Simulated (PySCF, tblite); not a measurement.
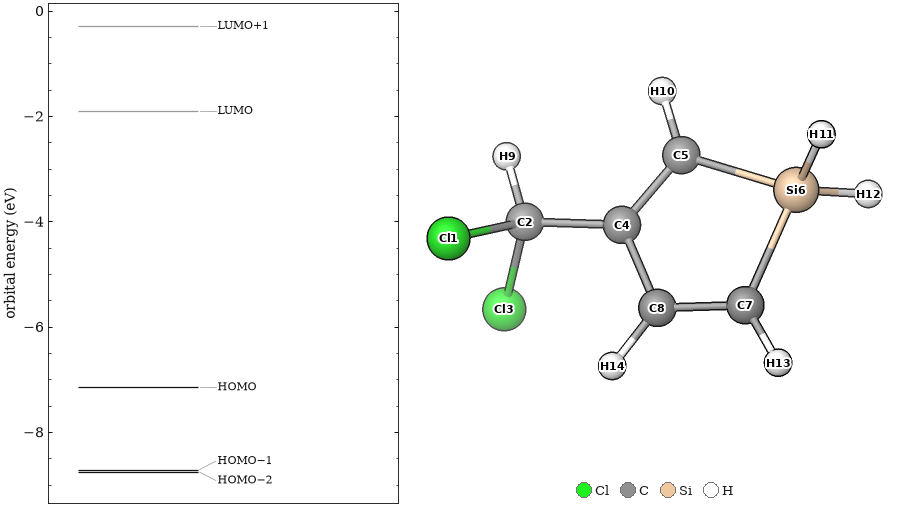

C₅H₆Cl₂Si, SMILES ClC(Cl)C1=C[SiH2]C=C1. Kohn-Sham orbital energies near the frontier, PBE0/def2-SVPD in PySCF, at a GFN2-xTB geometry (a minimum by its frequencies), isolated molecule; empty levels in grey, levels within 0.03 eV side by side.

Where do the frontier orbitals lie?

Answer. HOMO at −7.15 eV, LUMO at −1.90 eV, 5.25 eV apart.

List the levels with the atoms that carry most of them (a dash for levels above zero or within 0.03 eV of another, where shares mean little).

Answer.
| orbital | energy (eV) | Löwdin shares |
| --- | --- | --- |
| LUMO+1 | −0.29 | Cl1/Cl3 30 % each, C2 23 % |
| LUMO | −1.90 | C5 22 %, C4 18 %, C7 15 % |
| HOMO | −7.15 | C7 26 %, C5 25 %, C8 18 % |
| HOMO−1 | −8.71 | Cl3/Cl1 40 % each, C8 5 % |
| HOMO−2 | −8.76 | Cl1/Cl3 31 % each, C2 10 % |

Note: the tight-binding geometry is rougher than a DFT one and adds to the error; one conformer of a flexible molecule; empty levels above zero depend strongly on the basis.
